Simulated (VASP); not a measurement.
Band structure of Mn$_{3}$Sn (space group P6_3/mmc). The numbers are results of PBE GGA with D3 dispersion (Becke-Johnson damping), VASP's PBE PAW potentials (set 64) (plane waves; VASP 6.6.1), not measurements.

Unless said otherwise, spin-orbit coupling is left out, though it shifts the bands of the heavy elements here.

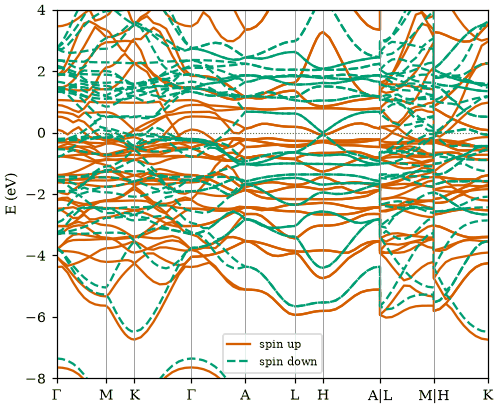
Figure. Bands along high-symmetry lines, zero at the valence-band maximum or, without a gap, the Fermi level

Question: Read the plot: is there a gap, and where are the band edges?

Answer: It has no gap at this level: it comes out as a metal or semimetal. (Edges off the drawn lines would not show.)

The structure comes from a measured Mn3Sn entry (P6_3/mmc) of the Crystallography Open Database, whose conditions weren't checked. It was relaxed first, which changed the volume by -15 %.
